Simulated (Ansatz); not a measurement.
# GeH₄S (built from SMILES [SH][GeH3]): a saddle search

Aim: find the first-order saddle near the start with the program's own search, from a guess of the mode.

The runs use Ansatz 0.2.0, Gaussian basis; Hartree-Fock/def2-SVP.

The start, a known saddle point with all atoms moved at random by about 0.06 Å a coordinate: 6 atoms, charge 0, spin multiplicity 1.

Atoms are counted from 1 here; the program's logs count them from 0.

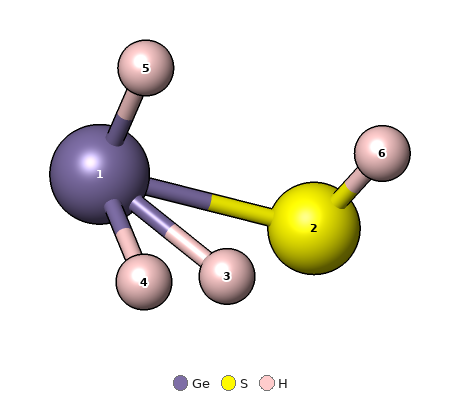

Start geometry, drawn with germanium purple, sulfur yellow, hydrogen pink; atoms are numbered from 1 in the order of the file.

As a file:

```xyz
6
GeH4S
Ge   -1.13336    0.66702   -0.38833
S     1.17000    0.85949    0.24722
H     0.42807   -0.30156   -0.68147
H    -0.37873   -0.70916   -1.18016
H    -1.43371   -0.36929    0.79376
H     1.26735   -0.01361    1.26369
```

The structure above is the start of the run; the results belong to its end.

```
                  quantity        value
                     steps            8
             energy change    -0.090 eV
        last largest force  0.0075 eV/Å
       RMSD from the start      0.064 Å
RMSD from the known saddle      0.036 Å
```

It converged in 8 steps at a force tolerance of 0.02 eV/Å. It is back at the known saddle, up to the shift that another level brings.

**Question.** Which input and command would start the first run of this session?

The input that was used; it is not the only one that fits:

Input file run/in.yaml:

```yaml
crystal:
  periodic: [false, false, false]
  atoms:
    - {symbol: Ge, position_ang: [-1.133357, 0.667025, -0.388329]}
    - {symbol: S, position_ang: [1.169998, 0.859489, 0.247220]}
    - {symbol: H, position_ang: [0.428069, -0.301555, -0.681466]}
    - {symbol: H, position_ang: [-0.378732, -0.709160, -1.180164]}
    - {symbol: H, position_ang: [-1.433714, -0.369291, 0.793758]}
    - {symbol: H, position_ang: [1.267354, -0.013608, 1.263692]}
basis:
  gaussian: {orbitals: def2-SVP}
hamiltonian: {xc: hf}
saddle:
  f_tol: 0.02
  max_steps: 40
  mode_guess:
    - [-0.2499, -0.1341, -0.1570]
    - [0.0162, -0.2913, -0.2258]
    - [0.5930, 0.3274, 0.4072]
    - [-0.3448, 0.1211, -0.0043]
    - [-0.0030, -0.0153, -0.0098]
    - [-0.0116, -0.0077, -0.0103]
```

Run with:

```bash
ansatz run in.yaml --threads 2 --pin off --events-out ev --progress --plain --max-ram 4352MiB
```
